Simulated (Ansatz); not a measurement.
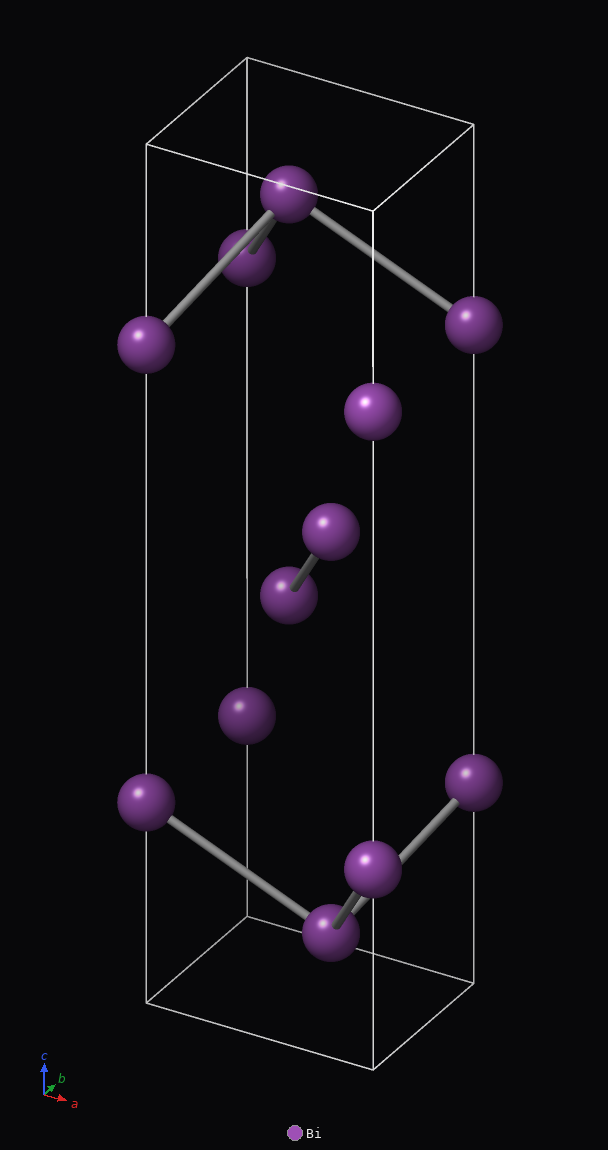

An orthographic ball-and-stick view of the structure, slightly off an axis. Thin lines show the conventional unit cell, with boundary atoms drawn in all their periodic places.

The box has a = 4.58 Å, b = 4.58 Å, c = 12.18 Å, α = 90.00°, β = 90.00°, γ = 120.00°.

What is the cell content?

6 (bismuth), counting shared atoms by their share.

What are the crystal system and the lattice centring?

Rhombohedral (trigonal R) lattice; the crystal system is trigonal.

Which prototype does it follow?

Α-arsenic (A7) type.

What is Bi bonded to?

Three Bi in a trigonal pyramidal arrangement at about 3.1 Å.

Describe the connectivity.

The bonds build Bi layers parallel to (001).

Origin of the cell: a structure type known for this element. Earlier steps of the study may have refined or changed the cell and positions. It went into a calculation with Ansatz.
